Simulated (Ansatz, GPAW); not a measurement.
# Y2COS MXene monolayer: simulated STM images

Wanted: filled- and empty-state images of Y2COS MXene monolayer, with its work function.

Main program and level: GPAW 26.7.0 and Ansatz 0.2.0; Ansatz plane waves; layer without images along its normal, relaxation of atoms and in-plane cell, in the first sound run; inputs show where later runs differ.

**1. The structure**

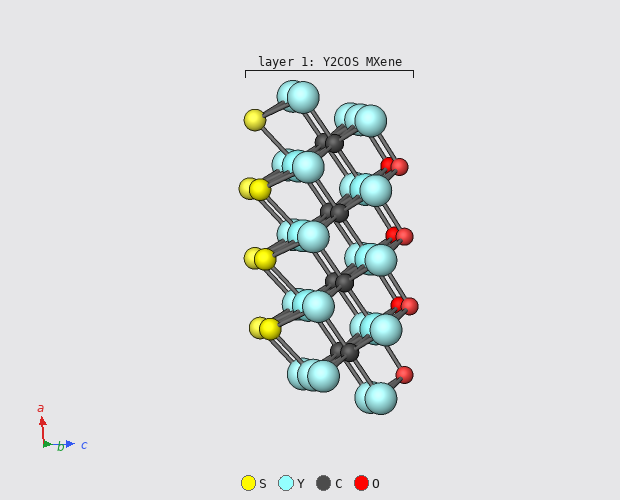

The cell as given, from the side, with the c axis across the page (sulfur yellow, yttrium light teal, carbon dark grey, oxygen red). 3×1×1 cells are drawn. Some periodic images of atoms are drawn too.

The cell holds 5 atoms: 1 S, 2 Y, 1 C and 1 O. Cell: a = 3.478 Å, b = 3.478 Å, c = 23.897 Å, α = 90.0°, β = 90.0°, γ = 120.0°. Vacuum lies along c.

**2. Relaxing the atoms**

The atoms are relaxed first, since the surface dipole, and with it the work function, follows the positions of the outer layers.

File input.yaml:

```yaml
crystal:
  lattice:
    - [3.47776, 0.0, 0.0]
    - [-1.73888, 3.0118285083, 0.0]
    - [0.0, 0.0, 23.8972203109]
  atoms:
    - { symbol: S, position: [0.3333333333, 0.6666666667, 0.3766128396] }
    - { symbol: "Y", position: [0.6666666667, 0.3333333333, 0.4558552104] }
    - { symbol: C, position: [0.0, 0.0, 0.5132774303] }
    - { symbol: "Y", position: [0.3333333333, 0.6666666667, 0.5706996503] }
    - { symbol: O, position: [0.6666666667, 0.3333333333, 0.6233871604] }
  periodic: [true, true, false]
kpoints:
  mp_grid: { grid: [9, 9, 1] }
hamiltonian:
  xc: pbe
scf:
  occupations: { method: fermi_dirac, width: 0.05 }
relax:
  f_tol: 0.01
  max_steps: 90
  cell: {}
```

The run is started by

```console
ansatz run input.yaml --threads 4 --pin off --max-ram 8192MiB --backend cpu --events-out ev --progress --plain --runs-dir out
```

Numbers of over 12 decimals in the logs are rounded to 6 here.

The log of the run:

```text
Warning: crystal.periodic: the lattice vector that does not repeat stood 0.000° off the slab's normal, 23.897 Å along it as the deck builds it. The run solves the slab on a vector along the normal, 35.594 Å long, with every atom where it was (on the deck's vector they left 18.00 Å outside them, and the widest stretch free of ions among them is 1.89 Å). A fractional position that the run reports is one of the run's ce [...]
crystal.periodic: the lattice vector that does not repeat stood 0.000° off the slab's normal, 23.897 Å along it as the deck builds it. The run solves the slab on a vector along the normal, 35.594 Å long, with every atom where it was (on the deck's vector they left 18.00 Å outside them, and the widest stretch free of ions among them is 1.89 Å). A fractional position that the run reports is one of the run's cell, which [...]
Engine: ansatz 0.2.0, x86_64-unknown-linux-gnu
Pseudopotentials: kind: paw
Pseudopotential: S, paw, valence charge 6, recommended cutoff 420 eV (normal), S.paw.azcp
Pseudopotential: Y, paw, valence charge 11, recommended cutoff 420 eV (normal), Y.paw.azcp
Pseudopotential: C, paw, valence charge 4, recommended cutoff 420 eV (normal), C.paw.azcp
Pseudopotential: O, paw, valence charge 6, recommended cutoff 420 eV (normal), O.paw.azcp
Functional definition: PBE
  parameter kappa = 0.804
  parameter beta = 0.066725
  exchange = pbe_x(kappa = kappa, mu = beta*pi^2/3)
  correlation = pbe_c(beta = beta)
Crystal: 5 atoms, lattice volume = 372.831 Å³
Basis set: ecut = 420 eV, 7253 PW (Γ), exchange–correlation on 48×48×480 points (8 copies of the dense FFT grid, shifted against one another)
Bands: 24, of which v1, the nominal top of the filled ones, is band 19 counted from 1 (18 counted from 0)
Symmetry: 6 space group operations
Space group: P3m1 (ITA 156), of the structure as read, at distance tolerance 7.2e-5 Å
k-points: 12 of 81 (time reversal used)
Non-local potential: S, projectors of the file, l = 0: 2, l = 1: 2, l = 2: 2
Non-local potential: Y, projectors of the file, l = 0: 3, l = 1: 2, l = 2: 2, l = 3: 1
Non-local potential: C, projectors of the file, l = 0: 2, l = 1: 2, l = 2: 1
Non-local potential: O, projectors of the file, l = 0: 2, l = 1: 2, l = 2: 1
PAW form: soft (Blöchl's): semilocal exchange-correlation on the pseudo side does not see the compensation charge
PAW one-centre angular grid: S, 110 points (default); XC on 64 Gauss nodes
PAW one-centre angular grid: Y, 590 points (default); XC on 64 Gauss nodes
PAW one-centre angular grid: C, 110 points (default); XC on 64 Gauss nodes
PAW one-centre angular grid: O, 110 points (default); XC on 64 Gauss nodes
Initial density: superposition of atomic densities (neutral atoms: chi_scale 0, normalization atom), corrected by the library's trained network
Initial wavefunctions: pseudopotential atomic-orbital guess
Functional: x = pbe(κ = 0.804, μ = 0.219515), c = pbe(β = 0.066725)
SCF iter   1: F=—  HF=-9420.119374 eV  |F-HF|=—  |Δ(HF+E_count)|=         —  Δρ=1.80e-2  dr2=2.05e1  ethr=1.77e-3  ⟨swp⟩=11.8  Hψ=2228  notcnv=0
preconditioner: auto → LDOS  [metal: Δε(μ)=0.083 eV  Ē_g=13.686 eV  σ=0.050 eV  W_gap=0.39  n_scr=20 (ndim 8)  ℏωp=11.2 eV  f_vac=0.741  D(μ)=5.48/eV (n_scr^D=18)  β→1.0]
SCF iter   2: F=—  HF=-9419.778324 eV  |F-HF|=—  |Δ(HF+E_count)|=   3.41e-1  Δρ=6.10e-3  dr2=3.12e-1  ethr=1.77e-3  ⟨swp⟩=3.4  Hψ=463  notcnv=0
SCF iter   3: F=—  HF=-9419.752551 eV  |F-HF|=—  |Δ(HF+E_count)|=   2.58e-2  Δρ=2.97e-3  dr2=5.74e-1  ethr=8.22e-4  ⟨swp⟩=2.3  Hψ=348  notcnv=0
SCF iter   4: F=—  HF=-9419.746644 eV  |F-HF|=—  |Δ(HF+E_count)|=   5.91e-3  Δρ=1.57e-3  dr2=4.00e-2  ethr=8.22e-4  ⟨swp⟩=1.3  Hψ=292  notcnv=0
SCF iter   5: F=—  HF=-9419.746827 eV  |F-HF|=—  |Δ(HF+E_count)|=   1.83e-4  Δρ=6.09e-4  dr2=4.56e-3  ethr=1.05e-4  ⟨swp⟩=2.8  Hψ=460  notcnv=0
SCF iter   6: F=—  HF=-9419.746844 eV  |F-HF|=—  |Δ(HF+E_count)|=   1.74e-5  Δρ=2.21e-4  dr2=7.36e-4  ethr=1.20e-5  ⟨swp⟩=2.8  Hψ=431  notcnv=0
SCF iter   7: F=—  HF=-9419.746862 eV  |F-HF|=—  |Δ(HF+E_count)|=   1.75e-5  Δρ=1.77e-4  dr2=5.02e-4  ethr=1.94e-6  ⟨swp⟩=3.1  Hψ=493  notcnv=0
SCF iter   8: F=—  HF=-9419.746854 eV  |F-HF|=—  |Δ(HF+E_count)|=   7.44e-6  Δρ=8.00e-5  dr2=1.02e-4  ethr=1.32e-6  ⟨swp⟩=1.2  Hψ=299  notcnv=0
SCF iter   9: F=—  HF=-9419.746854 eV  |F-HF|=—  |Δ(HF+E_count)|=   3.44e-7  Δρ=1.33e-5  dr2=1.62e-6  ethr=2.69e-7  ⟨swp⟩=2.2  Hψ=425  notcnv=0
SCF iter  10: F=—  HF=-9419.746911 eV  |F-HF|=—  |Δ(HF+E_count)|=   5.74e-5  Δρ=3.44e-6  dr2=6.65e-8  ethr=2.63e-10  ⟨swp⟩=5.8  Hψ=1840  notcnv=0
SCF iter  11: F=-9419.746911 eV  HF=-9419.746911 eV  |F-HF|=2.35e-8  |Δ(HF+E_count)|=   7.24e-8  Δρ=9.69e-7  dr2=3.26e-9  ethr=1.75e-10  ⟨swp⟩=4.0  Hψ=1241  notcnv=0
SCF 1 converged in 11 iterations: F = -9419.746911 eV  dr2 = 3.26e-9
  greatest PAW one-centre occupation: 0.993 electrons in one spin orbital (limit 2), on the Y atom at site 3 (counted from 0), in its partial waves of l = 0
relax step   1: F+E_penalty+E_count = -9419.74691148 eV  Δ(F+E_penalty+E_count) = +0.000e0 eV  max|allowed force component| = 5.488e0 eV/Å  Δτ_max = 0.0000 Å  P = +6.212 N/m  Ω = 372.831 Å³  fix = [c, alpha, beta]  reactions: c +0.000 N/m  (11 SCF iters, dr2 threshold 1.00e-7 eV, accepted)
Crystal: 5 atoms, lattice volume = 376.348 Å³
Basis set: ecut = 420 eV, 7325 PW (Γ), exchange–correlation on 48×48×480 points (8 copies of the dense FFT grid, shifted against one another)
Initial density: handed on by an earlier stage of this run
Initial wavefunctions: those handed on with the density
SCF iter   1: F=—  HF=-9421.523740 eV  |F-HF|=—  |Δ(HF+E_count)|=         —  Δρ=2.26e-2  dr2=7.99e0  ethr=3.10e-3  ⟨swp⟩=16.1  Hψ=2191  notcnv=0
preconditioner: auto → LDOS  [metal: Δε(μ)=0.076 eV  Ē_g=14.019 eV  σ=0.050 eV  W_gap=0.36  n_scr=20 (ndim 8)  ℏωp=11.2 eV  f_vac=0.738  D(μ)=2.47/eV (n_scr^D=12)  β→1.0]
SCF iter   2: F=—  HF=-9421.276378 eV  |F-HF|=—  |Δ(HF+E_count)|=   2.47e-1  Δρ=1.89e-2  dr2=8.36e0  ethr=3.10e-3  ⟨swp⟩=4.6  Hψ=709  notcnv=0
SCF iter   3: F=—  HF=-9420.974479 eV  |F-HF|=—  |Δ(HF+E_count)|=   3.02e-1  Δρ=4.56e-3  dr2=1.70e-1  ethr=3.10e-3  ⟨swp⟩=3.2  Hψ=599  notcnv=0
SCF iter   4: F=—  HF=-9420.957458 eV  |F-HF|=—  |Δ(HF+E_count)|=   1.70e-2  Δρ=2.34e-3  dr2=6.83e-2  ethr=4.48e-4  ⟨swp⟩=3.0  Hψ=548  notcnv=0
SCF iter   5: F=—  HF=-9420.955843 eV  |F-HF|=—  |Δ(HF+E_count)|=   1.62e-3  Δρ=1.19e-3  dr2=8.00e-2  ethr=1.80e-4  ⟨swp⟩=2.0  Hψ=354  notcnv=0
SCF iter   6: F=—  HF=-9420.954812 eV  |F-HF|=—  |Δ(HF+E_count)|=   1.03e-3  Δρ=4.49e-4  dr2=1.14e-2  ethr=1.80e-4  ⟨swp⟩=1.2  Hψ=358  notcnv=0
[...]
SCF iter   8: F=—  HF=-9421.353813 eV  |F-HF|=—  |Δ(HF+E_count)|=   2.66e-6  Δρ=2.16e-5  dr2=3.28e-6  ethr=3.98e-8  ⟨swp⟩=2.9  Hψ=598  notcnv=0
SCF iter   9: F=-9421.353814 eV  HF=-9421.353814 eV  |F-HF|=3.19e-7  |Δ(HF+E_count)|=   5.47e-7  Δρ=7.64e-6  dr2=4.57e-7  ethr=1.32e-9  ⟨swp⟩=5.0  Hψ=1645  notcnv=0
SCF 3 converged in 9 iterations: F = -9421.353814 eV  dr2 = 4.57e-7
relax step   3: F+E_penalty+E_count = -9421.35381422 eV  Δ(F+E_penalty+E_count) = -3.993e-1 eV  max|allowed force component| = 6.222e-1 eV/Å  Δτ_max = 0.1945 Å  P = +4.561 N/m  Ω = 391.042 Å³  energy of the carried Pulay correction = -4.982e-3 eV  fix = [c, alpha, beta]  reactions: c +0.000 N/m  (9 SCF iters, dr2 threshold 5.00e-7 eV, accepted)
[... from here on, the SCF cycles and remarks between the steps are left out ...]
relax step   4: F+E_penalty+E_count = -9421.41280490 eV  Δ(F+E_penalty+E_count) = -5.899e-2 eV  max|allowed force component| = 3.013e-1 eV/Å  Δτ_max = 0.0330 Å  P = +0.570 N/m  Ω = 403.156 Å³  energy of the carried Pulay correction = -8.167e-3 eV  fix = [c, alpha, beta]  reactions: c +0.000 N/m  (7 SCF iters, dr2 threshold 5.00e-7 eV, accepted)
relax step   5: F+E_penalty+E_count = -9421.41689927 eV  Δ(F+E_penalty+E_count) = -4.094e-3 eV  max|allowed force component| = 1.853e-1 eV/Å  Δτ_max = 0.0100 Å  P = +0.301 N/m  Ω = 404.893 Å³  energy of the carried Pulay correction = -8.616e-3 eV  fix = [c, alpha, beta]  reactions: c +0.000 N/m  (8 SCF iters, dr2 threshold 5.00e-7 eV, accepted)
relax step   6: F+E_penalty+E_count = -9421.41980173 eV  Δ(F+E_penalty+E_count) = -2.902e-3 eV  max|allowed force component| = 2.646e-2 eV/Å  Δτ_max = 0.0158 Å  P = -0.091 N/m  Ω = 406.708 Å³  energy of the carried Pulay correction = -9.082e-3 eV  fix = [c, alpha, beta]  reactions: c -0.000 N/m  (8 SCF iters, dr2 threshold 5.00e-7 eV, accepted)
relax step   7: F+E_penalty+E_count = -9421.41999858 eV  Δ(F+E_penalty+E_count) = -1.968e-4 eV  max|allowed force component| = 4.558e-3 eV/Å  Δτ_max = 0.0033 Å  P = -0.003 N/m  Ω = 406.275 Å³  energy of the carried Pulay correction = -8.971e-3 eV  fix = [c, alpha, beta]  reactions: c -0.000 N/m  (7 SCF iters, dr2 threshold 4.38e-8 eV, accepted)
relax step   8: F+E_penalty+E_count = -9421.43531702 eV  Δ(F+E_penalty+E_count) = -1.532e-2 eV  max|allowed force component| = 5.239e-3 eV/Å  Δτ_max = 0.0000 Å  P = +0.239 N/m  Ω = 406.275 Å³  fix = [c, alpha, beta]  reactions: c +0.000 N/m  stress off target by 2.39e-1 N/m on what of the cell is left free  SCF on the basis re-selected at this cell (its energy is not comparable with the rows above)  (10 SCF iters)
relax step   9: F+E_penalty+E_count = -9421.43523808 eV  Δ(F+E_penalty+E_count) = +7.894e-5 eV  max|allowed force component| = 1.042e-2 eV/Å  Δτ_max = 0.0087 Å  P = +0.038 N/m  Ω = 407.635 Å³  energy of the carried Pulay correction = -3.451e-4 eV  fix = [c, alpha, beta]  reactions: c +0.000 N/m  (7 SCF iters, dr2 threshold 5.65e-8 eV, accepted)
relax step  10: F+E_penalty+E_count = -9421.43526254 eV  Δ(F+E_penalty+E_count) = -2.446e-5 eV  max|allowed force component| = 2.748e-3 eV/Å  Δτ_max = 0.0025 Å  P = -0.002 N/m  Ω = 407.641 Å³  energy of the carried Pulay correction = -3.466e-4 eV  fix = [c, alpha, beta]  reactions: c -0.000 N/m  (7 SCF iters, dr2 threshold 6.79e-9 eV, accepted)
iter 1 solved again at ethr=4.59e-7 eV; its pass at ethr=3.10e-3 eV (dr2=1.74e-4 eV) is discarded
SCF iter   1: F=—  HF=-9421.435316 eV  |F-HF|=—  |Δ(HF+E_count)|=         —  Δρ=1.41e-5  dr2=9.28e-8  ethr=4.59e-7  ⟨swp⟩=5.3  Hψ=3228  notcnv=0
eigensolver tolerance schedule: the retry pair's looser diagonalisation over-reported the residual by 1876.25 of it (diagonalisation noise at 0.38 of the residual, at the tolerance the schedule requests for it); recorded, not acted on — ethr = c·dr2/N_el stays at c = 1.0e-1
preconditioner: auto → LDOS  [insulator: Δε(μ)=0.192 eV  Ē_g=8.139 eV  σ=0.050 eV  W_gap=0.55  n_scr=20 (ndim 8)  ℏωp=8.6 eV  f_vac=0.748  D(μ)=4.89/eV (n_scr^D=16)  ε∞_Penn≈2.1  β→1.0]
SCF iter   2: F=—  HF=-9421.435618 eV  |F-HF|=—  |Δ(HF+E_count)|=   3.02e-4  Δρ=5.64e-6  dr2=9.84e-8  ethr=2.44e-10  ⟨swp⟩=5.0  Hψ=1018  notcnv=0
SCF iter   3: F=—  HF=-9421.435613 eV  |F-HF|=—  |Δ(HF+E_count)|=   5.26e-6  Δρ=1.14e-6  dr2=2.63e-9  ethr=2.44e-10  ⟨swp⟩=2.1  Hψ=420  notcnv=0
SCF iter   4: F=—  HF=-9421.435618 eV  |F-HF|=—  |Δ(HF+E_count)|=   5.20e-6  Δρ=3.07e-7  dr2=4.15e-10  ethr=6.92e-12  ⟨swp⟩=3.5  Hψ=657  notcnv=0
SCF iter   5: F=—  HF=-9421.435618 eV  |F-HF|=—  |Δ(HF+E_count)|=   1.02e-7  Δρ=8.99e-8  dr2=6.43e-11  ethr=1.09e-12  ⟨swp⟩=2.9  Hψ=552  notcnv=0
SCF iter   6: F=—  HF=-9421.435618 eV  |F-HF|=—  |Δ(HF+E_count)|=   2.96e-9  Δρ=4.84e-8  dr2=2.23e-11  ethr=1.00e-12  ⟨swp⟩=9.2  Hψ=1834  notcnv=0
SCF iter   7: F=-9421.435618 eV  HF=-9421.435618 eV  |F-HF|=3.06e-10  |Δ(HF+E_count)|=   3.86e-9  Δρ=2.76e-8  dr2=8.27e-12  ethr=1.00e-12  ⟨swp⟩=8.0  Hψ=1547  notcnv=0
SCF 11 converged in 7 iterations: F = -9421.435618 eV  dr2 = 8.27e-12
relax step  11: F+E_penalty+E_count = -9421.43561789 eV  Δ(F+E_penalty+E_count) = -3.553e-4 eV  max|allowed force component| = 2.767e-3 eV/Å  Δτ_max = 0.0000 Å  P = +0.000 N/m  Ω = 407.641 Å³  fix = [c, alpha, beta]  reactions: c +0.000 N/m  stress off target by 8.14e-6 N/m on what of the cell is left free  SCF on the basis re-selected at this cell (its energy is not comparable with the rows above)  (7 SCF iters)
basis re-selected at this cell: Δ(F+E_penalty+E_count) = -3.553e-4 eV, ΔP = +0.002 N/m vs the last step (what re-selecting the basis moved, of the pressure what is left beyond the Pulay correction that the steps carried, after the strain that the cell walked since its last selection, with what the two solves' SCF thresholds leave and, on support functions, any second-order correction that the steps lacked; it is no m [...]
SCF converged after 7 iterations
Free energy (F): -9421.435618 eV
Harris-Foulkes:  -9421.435618 eV  (|F-HF|=3.06e-10)
Internal energy: -9421.397229 eV  (E = F + TS)
E sigma→0 (E₀):  -9421.416424 eV
Entropy (-TS):   -0.038389 eV (-7.678 meV/atom)
Fermi energy:    -5.956575 eV
--- Per-component energies (eV) ---
  E_band       = -738.793821
  E_kinetic    = 976.751142
  E_local      = -76668.582352  (includes V_loc(G=0)·N_el)
  E_nonlocal   = 203.098068
  E_hartree    = 37770.873846
  E_xc         = -566.063746
  E_vxc        = -639.680189  (∫ρ·V_xc dr)
  E_paw        = -6507.001568  (= ΣΔE_a)
  E_vpaw       = -152.130700  (= ΣTr[D̂ρ^β])
  E_aug_tail   = 0.002433  (compensation charges beyond the density's cutoff)
  E_ewald      = 35369.524948
  E_smearing   = -0.038389  (= −TS)
  E_closure    = -0.000000  (closes the sum)
  Σ components = -9421.435618   (vs F -9421.435618, Δ=0.00e0)
--- Forces (eV/Å), atoms counted from 1 ---
  atom   1  S      0.00000000     0.00000000     0.00071354
  atom   2  Y      0.00000000    -0.00000000     0.00007072
  atom   3  C     -0.00000000    -0.00000000     0.00066094
  atom   4  Y      0.00000000    -0.00000000    -0.00276648
  atom   5  O     -0.00000000     0.00000000     0.00132213
  max |Σ_I F_I| component: 8.50e-7 eV/Å
--- 2D stress c σ (N/m, compression-positive) ---
        0.000008      -0.000000      -0.000000
       -0.000000       0.000008      -0.000000
       -0.000000      -0.000000       0.000000
  P = ½ c Tr σ = 0.0000 N/m
--- Relaxed structure (9 steps of the walk, 9 accepted, 2 SCFs on fresh bases) ---
  F+E_penalty+E_count = -9421.43561789 eV   max|allowed force component| = 2.767e-3 eV/Å   (the final SCF, on the basis selected at the relaxed cell)
  cell:  # Å, volume = 407.6408 Å³
    - [3.636490, 0, 0]
    - [-1.818245, 3.149293, 0]
    - [0, 0, 35.594441]
  atoms:
    - { symbol: S, position: [0.333333, 0.666667, 0.257568] }
    - { symbol: Y, position: [0.666667, 0.333333, 0.303022] }
    - { symbol: C, position: [-2.2261725447228405e-18, 0, 0.341663] }
    - { symbol: Y, position: [0.333333, 0.666667, 0.391958] }
    - { symbol: O, position: [0.666667, 0.333333, 0.410969] }
```

Run time: 30 s. Hardware: 4 threads of Intel Xeon Platinum 8375C at 2.90GHz (Ice Lake), shared host; peak memory 0.94 GiB; 1.8 min of CPU time.

Relaxation path:

| step | energy less that of the first step (eV) | largest force component (eV/Å) | volume (Å³) |
| --- | --- | --- | --- |
| 1 | 0.0000 | 5.4885 | 372.83 |
| 2 | -1.2076 | 2.6825 | 376.35 |
| 3 | -1.6069 | 0.6222 | 391.04 |
| 4 | -1.6659 | 0.3013 | 403.16 |
| 5 | -1.6700 | 0.1853 | 404.89 |
| 6 | -1.6729 | 0.0265 | 406.71 |
| 7 | -1.6731 | 0.0046 | 406.27 |
| 8* | -1.6884 | 0.0052 | 406.27 |
| 9 | -1.6883 | 0.0104 | 407.63 |
| 10 | -1.6884 | 0.0027 | 407.64 |
| 11* | -1.6887 | 0.0028 | 407.64 |

Relaxation steps marked * repeat the geometry before them on a plane-wave basis chosen anew for their cell, so energy and pressure can jump there.

The run keeps the 6 symmetry operations that it works with, so distortions that break them were not tested.

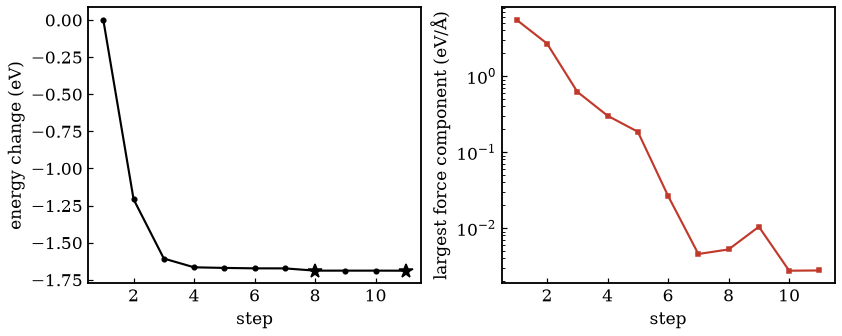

Energy and largest force along the relaxation. Stars mark steps on a basis chosen anew.

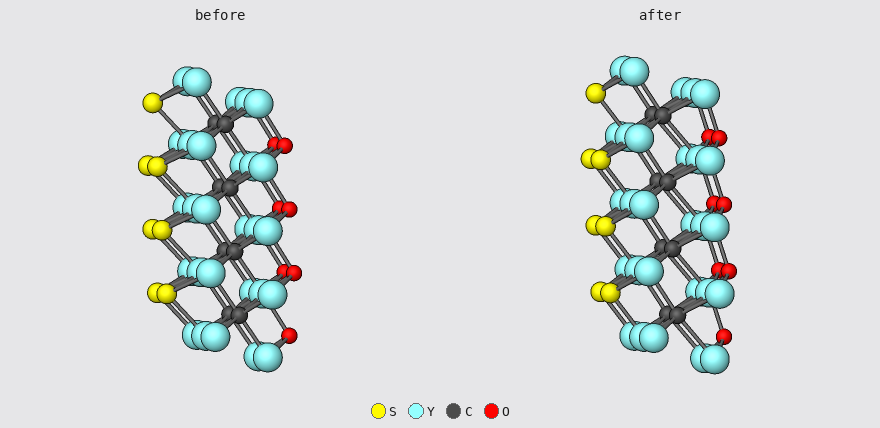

Before and after, at one scale.

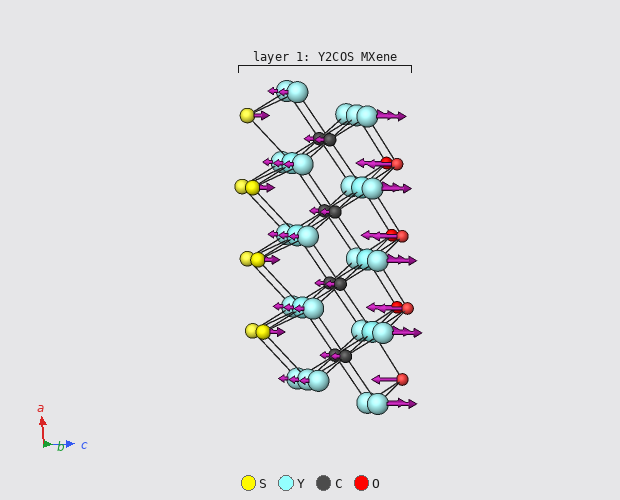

Displacements in the relaxation, exaggerated, measured against the changing cell; the longest in the cell stands for 0.31 Å. 3×1×1 cells are drawn. Some periodic images of atoms are drawn too.

```csv
cell as run,before,after,change
a (Å),3.478,3.636,+4.6 %
b (Å),3.478,3.636,+4.6 %
```

The atoms that moved most (Å, along periodic axes as changes of fractional coordinates times the final cell, across vacuum about the mean position):

| atom | dx | dy | dz | length |
| --- | --- | --- | --- | --- |
| Y4 | 0.000 | 0.000 | 0.313 | 0.313 |
| O5 | 0.000 | 0.000 | -0.269 | 0.269 |
| S1 | 0.000 | 0.000 | 0.168 | 0.168 |
| Y2 | 0.000 | 0.000 | -0.108 | 0.108 |
| C3 | 0.000 | 0.000 | -0.105 | 0.105 |

Final coordinates:

```xyz
5
Lattice="3.6365 0.0000 0.0000 -1.8182 3.1493 0.0000 0.0000 0.0000 35.5944" Properties=species:S:1:pos:R:3
S     0.0000    2.0995    9.1680
Y     1.8182    1.0498   10.7859
C     0.0000    0.0000   12.1613
Y     0.0000    2.0995   13.9515
O     1.8182    1.0498   14.6282
```

Numbers from this step:

- free energy: -9421.4356 eV
- smearing term TS: 0.03839 eV
- symmetry operations: 6

The relaxation lowered the energy of the cell by 1.69 eV.

(Continued in part 2 of 3.)

[Logs are printed without paths, hosts, clocks, repeated set-up lines and the standing remarks that a program may print on its own settings, such as how far it seeks lower states.]

[Hosts, paths, dates, database ids (printed as entryN), source tags and the programs' standing remarks are cut or masked in the printed files.]
